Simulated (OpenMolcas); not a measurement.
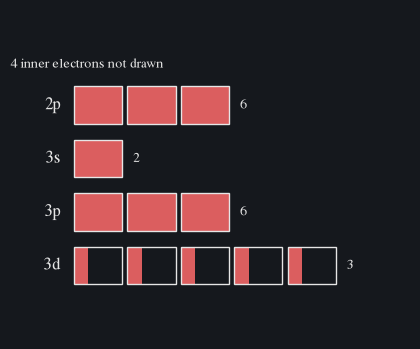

The outer shells of the leading configuration of the lowest level: a box for each of the 2l + 1 orbitals, shaded by the share of the shell that is filled, with the electron count at the right.

Multiconfigurational calculation: V²⁺ complex (part 1 of 2)

System: V²⁺ with 6 ligands (Cl; octahedron, 2.703 Å), embedded in NaCl by model potentials and point charges, whose field is part of the energies.
Method: state-averaged CASSCF, active space 3 electrons in the shell 3d, basis ANO-RCC-VDZP on the metal and ANO-RCC-VDZP on the ligands, DKH2 scalar Hamiltonian, spin-orbit coupling by RASSI with atomic mean-field integrals (OpenMolcas).

### The input
```
&GATEWAY
Basis set
V.ANO-RCC-VDZP.
V1 0.0 0.0 0.0 Angstrom
End of basis
Basis set
Cl.ANO-RCC-VDZP.
L1 2.703000 0.000000 0.000000 Angstrom
L2 0.000000 2.703000 0.000000 Angstrom
L3 0.000000 0.000000 2.703000 Angstrom
End of basis
Basis set
Na.EMB-AIMP.Barandiaran.6s3p.1s1p.ECP.NaCl.
PseudoCharge
* 3 symmetry-unique lattice sites within 7.6 angstrom
End of basis
Basis set
Na.EMB-AIMP.Barandiaran.0s.0s.ECP.NaCl.
PseudoCharge
* 18 symmetry-unique lattice sites within 7.6 angstrom
End of basis
Basis set
Cl.EMB-AIMP.Barandiaran.0s.0s.ECP.NaCl.
PseudoCharge
* 16 symmetry-unique lattice sites within 7.6 angstrom
End of basis
Symmetry
XYZ
AngMom=0.0 0.0 0.0
AMFI
RICD
XField
1058 Angstrom 0
* Evjen-weighted lattice charges
&SEWARD
&RASSCF
FileOrb=start.orb
Symmetry=1
Spin=4
nActEl=3 0 0
Inactive=30 33
Ras2=5 0
CIRoot=10 10 1
SDav=10
CIMx=300
Iter=150 100
PrWF=0.3
OrbListing=Nothing
MaxOrb=0
LevShft=1.0
>>> COPY $Project.JobIph JOB001
&RASSCF
FileOrb=start.orb
Symmetry=1
Spin=2
nActEl=3 0 0
Inactive=30 33
Ras2=5 0
CIRoot=40 40 1
SDav=40
CIMx=300
Iter=150 100
PrWF=0.3
OrbListing=Nothing
MaxOrb=0
LevShft=1.0
>>> COPY $Project.JobIph JOB002
&RASSI
NrOfJobIphs=2 10 40
1 2 3 4 5 6 7 8 9 10
1 2 3 4 5 6 7 8 9 10 11 12 13 14 15 16 17 18 19 20 21 22 23 24 25 26 27
28 29 30 31 32 33 34 35 36 37 38 39 40
IphNames
JOB001
JOB002
EJob
SpinOrbit
DIPRint=1.0
SOCoupling=1000.0
Subsets=2
Property=9
'ANGMOM' 1 'ANGMOM' 2 'ANGMOM' 3 'MLTPL  1' 1 'MLTPL  1' 2 'MLTPL  1' 3
'AMFI' 1 'AMFI' 2 'AMFI' 3
SOProperty=3
'ANGMOM' 1 'ANGMOM' 2 'ANGMOM' 3
```

The file start.orb holds starting orbitals from an earlier step. A driver script formed the levels outside the program, from RASSI's spin-orbit matrix and the active-space energies, averaged over the components of each term or state.

Hardware: 1 thread of Arm Neoverse V1, 24 GiB of memory available, shared host.

Command:
```bash
OMP_NUM_THREADS=1 MOLCAS_MEM=2457 MOLCAS_PROJECT=a pymolcas a.inp > a.log  # once for each step of the input, in one work folder
```

### Log (extracts)
```
--- SEWARD ---
Basis set label: V.ANO-RCC...5S4P2D1F.

      Electronic valence basis set:
      ------------------
      Associated Effective Charge  23.000000 au
      Associated Actual Charge     23.000000 au
      Nuclear Model: Point charge

      Shell  nPrim  nBasis  Cartesian Spherical Contaminant
         s      21       5        X
         p      15       4        X
         d      10       2                 X
         f       6       1                 X
                  Relativistic Douglas-Kroll-Hess integrals:
                    - DKH order of Hamiltonian: 2
                    - DKH order of Properties : 0
                  Atomic mean-field integrals
--- RASSCF ---
Wave function specifications:
      -----------------------------

      Number of closed shell electrons         126
      Number of electrons in active shells       3
      Max number of holes in RAS1 space          0
      Max nr of electrons in RAS3 space          0
      Number of inactive orbitals               63
      Number of active orbitals                  5
      Number of secondary orbitals              98
      Spin quantum number                      1.5
      State symmetry                             1
Orbital specifications:
      -----------------------

      Symmetry species                           1   2
                                                ag  au
      Frozen orbitals                            0   0
      Inactive orbitals                         30  33
      Active orbitals                            5   0
      RAS1 orbitals                              0   0
      RAS2 orbitals                              5   0
      RAS3 orbitals                              0   0
      Secondary orbitals                        46  52
      Deleted orbitals                           0   0
      Number of basis functions                 81  85
      Number of CSFs                            10
      Number of root(s) required                10
      Iter CI   SX   CI       RASSCF       Energy    max ROT     max BLB   max BLB  Level Ln srch  Step   QN
          iter iter root      energy       change     param      element    value   shift minimum  type update
 Nr of preliminary CI iterations:   1
      Total energies have been shifted. Add                -3000.00 au
        1   1   10    0  -715.84534084    0.00E+00  -6.84E-02   11  82 2  1.56E-01*  0.78   0.00    SX    NO
        2   1   10    0  -716.08830075   -2.43E-01* -2.83E-02   11  34 2  7.36E-02*  0.77   0.00    SX    NO
        3   1    9    0  -716.12757572   -3.93E-02* -1.50E-02   33  36 2  3.90E-02*  0.79   0.00    SX    NO
        4   1    9    0  -716.13650388   -8.93E-03* -8.34E-03   33  36 2  2.27E-02*  0.81   0.00    SX    NO
        5   1    8    0  -716.13936222   -2.86E-03* -1.13E-02   33  36 2  1.40E-02*  0.81   2.46    LS   YES
        6   1    8    0  -716.14092008   -1.56E-03* -2.41E-03    6  46 2 -3.51E-03*  0.82   1.08    QN   YES
        7   1    8    0  -716.14109187   -1.72E-04* -2.00E-03    6  46 2 -2.07E-03*  0.81   1.84    LS   YES
        8   1    7    0  -716.14113687   -4.50E-05* -6.34E-04    6  36 2  1.07E-03*  0.81   1.01    QN   YES
        9   1    7    0  -716.14115641   -1.95E-05* -3.90E-04   33  71 2  5.27E-04*  0.81   1.62    LS   YES
       10   1    7    0  -716.14115973   -3.32E-06* -2.16E-04    4  44 2  9.47E-04*  0.81   1.00    QN   YES
       11   1    7    0  -716.14116238   -2.65E-06* -1.30E-04    6  46 2  2.62E-04*  0.81   1.60    LS   YES
       12   1    6    0  -716.14116281   -4.31E-07* -9.85E-05    4  44 2 -1.48E-04*  0.81   1.00    QN   YES
       13   1    6    0  -716.14116307   -2.52E-07* -6.32E-05   33  68 2  5.67E-05   0.81   1.64    LS   YES
       14   1    6    0  -716.14116311   -4.35E-08* -2.49E-05    2  45 2 -9.69E-05   0.81   0.97    QN   YES
       15   1    5    0  -716.14116313   -1.61E-08* -8.71E-06   30  67 1  1.48E-05   0.81   1.22    QN   YES
       16   1    4    0  -716.14116313   -2.57E-09  -2.72E-06    6  46 2 -8.54E-06   0.81   1.22    QN   YES
      Convergence after 16 iterations
       17   1    4    0  -716.14116313   -3.50E-10  -2.72E-06    1  44 2  2.03E-06   0.81   1.22    QN   YES
      Natural orbitals and occupation numbers for root  1
      sym 1:   1.000000   1.000000  -0.000000   1.000000   0.000000
      Natural orbitals and occupation numbers for root  2
      sym 1:   0.000009   0.999991   0.000009   1.000000   0.999991
      Natural orbitals and occupation numbers for root  3
      sym 1:   0.999991   1.000000   0.999991   0.000009   0.000009
::    RASSCF root number  1 Total energy:  -3716.18872736
::    RASSCF root number  2 Total energy:  -3716.16496436
::    RASSCF root number  3 Total energy:  -3716.16496436
::    RASSCF root number  4 Total energy:  -3716.16496436
::    RASSCF root number  5 Total energy:  -3716.14751779
::    RASSCF root number  6 Total energy:  -3716.14751779
::    RASSCF root number  7 Total energy:  -3716.14751779
::    RASSCF root number  8 Total energy:  -3716.09515249
::    RASSCF root number  9 Total energy:  -3716.09515249
::    RASSCF root number 10 Total energy:  -3716.09515249
--- RASSCF ---
Wave function specifications:
      -----------------------------

      Number of closed shell electrons         126
      Number of electrons in active shells       3
      Max number of holes in RAS1 space          0
      Max nr of electrons in RAS3 space          0
      Number of inactive orbitals               63
      Number of active orbitals                  5
      Number of secondary orbitals              98
      Spin quantum number                      0.5
      State symmetry                             1
Orbital specifications:
      -----------------------

      Symmetry species                           1   2
                                                ag  au
      Frozen orbitals                            0   0
      Inactive orbitals                         30  33
      Active orbitals                            5   0
      RAS1 orbitals                              0   0
      RAS2 orbitals                              5   0
      RAS3 orbitals                              0   0
      Secondary orbitals                        46  52
      Deleted orbitals                           0   0
      Number of basis functions                 81  85
      Number of CSFs                            40
      Number of root(s) required                40
      Iter CI   SX   CI       RASSCF       Energy    max ROT     max BLB   max BLB  Level Ln srch  Step   QN
          iter iter root      energy       change     param      element    value   shift minimum  type update
 Nr of preliminary CI iterations:   1
      Total energies have been shifted. Add                -3000.00 au
        1   1    9    0  -716.04962677    0.00E+00  -1.06E-02   35  41 1 -1.09E-02*  0.80   0.00    SX    NO
        2   1    8    0  -716.05064366   -1.02E-03*  3.18E-03   21  46 2 -9.43E-03*  0.79   0.00    SX    NO
        3   1    8    0  -716.05086777   -2.24E-04*  1.96E-03   26  35 1 -3.20E-03*  0.79   0.00    SX    NO
        4   1    7    0  -716.05093473   -6.70E-05* -1.19E-03   26  35 1 -2.12E-03*  0.79   0.00    SX    NO
        5   1    7    0  -716.05095704   -2.23E-05* -1.70E-03   26  35 1 -1.37E-03*  0.79   2.43    LS   YES
        6   1    7    0  -716.05096887   -1.18E-05*  2.08E-04   21  46 2  4.98E-04*  0.79   1.01    QN   YES
        7   1    6    0  -716.05096944   -5.69E-07*  2.13E-04   21  46 2  1.67E-04*  0.79   2.02    LS   YES
        8   1    6    0  -716.05096963   -1.82E-07* -4.32E-05   21  46 2 -1.71E-04*  0.79   0.96    QN   YES
        9   1    5    0  -716.05096966   -3.18E-08* -1.63E-05   27  60 1  2.42E-05   0.79   1.20    QN   YES
       10   1    5    0  -716.05096966   -7.15E-09   1.17E-05    4  46 2 -1.12E-05   0.79   1.57    QN   YES
      Convergence after 10 iterations
       11   1    5    0  -716.05096967   -1.90E-09   1.17E-05   21  46 2  5.79E-06   0.79   1.57    QN   YES
      Natural orbitals and occupation numbers for root  1
      sym 1:   0.981002   0.984243   0.044073   0.909445   0.081236
      Natural orbitals and occupation numbers for root  2
      sym 1:   0.935458   1.007015   0.081236   0.932217   0.044073
      Natural orbitals and occupation numbers for root  3
      sym 1:   0.963944   0.961834   0.048204   0.880882   0.145137
::    RASSCF root number  1 Total energy:  -3716.11640109
::    RASSCF root number  2 Total energy:  -3716.11640109
::    RASSCF root number  3 Total energy:  -3716.11320648
::    RASSCF root number  4 Total energy:  -3716.11320648
::    RASSCF root number  5 Total energy:  -3716.11320648
::    RASSCF root number  6 Total energy:  -3716.10187059
::    RASSCF root number  7 Total energy:  -3716.09786619
::    RASSCF root number  8 Total energy:  -3716.09786619
::    RASSCF root number  9 Total energy:  -3716.09786619
::    RASSCF root number 10 Total energy:  -3716.08788186
::    RASSCF root number 11 Total energy:  -3716.08788186
::    RASSCF root number 12 Total energy:  -3716.08788186
::    RASSCF root number 13 Total energy:  -3716.08571051
::    RASSCF root number 14 Total energy:  -3716.08571051
::    RASSCF root number 15 Total energy:  -3716.08571050
::    RASSCF root number 16 Total energy:  -3716.07799771
::    RASSCF root number 17 Total energy:  -3716.07799771
::    RASSCF root number 18 Total energy:  -3716.06968929
::    RASSCF root number 19 Total energy:  -3716.06968929
::    RASSCF root number 20 Total energy:  -3716.06968929
::    RASSCF root number 21 Total energy:  -3716.06226008
::    RASSCF root number 22 Total energy:  -3716.06226008
::    RASSCF root number 23 Total energy:  -3716.06226008
::    RASSCF root number 24 Total energy:  -3716.05795919
::    RASSCF root number 25 Total energy:  -3716.05795919
::    RASSCF root number 26 Total energy:  -3716.05795919
::    RASSCF root number 27 Total energy:  -3716.04165206
::    RASSCF root number 28 Total energy:  -3716.04165205
::    RASSCF root number 29 Total energy:  -3716.01984469
::    RASSCF root number 30 Total energy:  -3716.01725552
```

(Continued in part 2.) Outcome of the run: converged.
